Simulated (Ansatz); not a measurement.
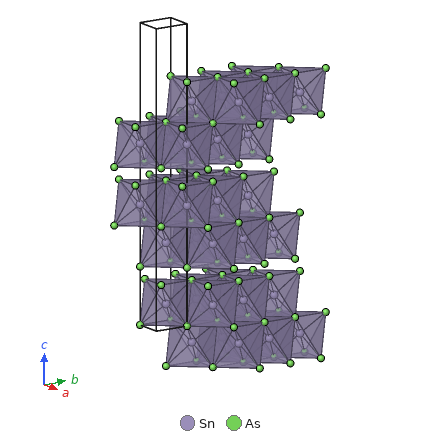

Polyhedra are drawn about Sn (bonds: As–Sn below 3.4 Å); other atoms are plain spheres.

Sn2As3 (space group R-3m, No. 166). Coordinates: coordinates from a relaxation with DFT PBE, scalar-relativistic, plane waves, PAW in Ansatz; the starting structure was generated, so it need not be a known form of this composition.

**What figure surrounds each Sn atom, and what does it share with the other drawn polyhedra?**

Sn: SnAs6 octahedron, sharing edges with nine neighbours and corners with three neighbours.

**What is the connectivity of the polyhedra: isolated, groups, chains, layers or framework?**

They form layers of corner- and edge-sharing octahedra parallel to (001).
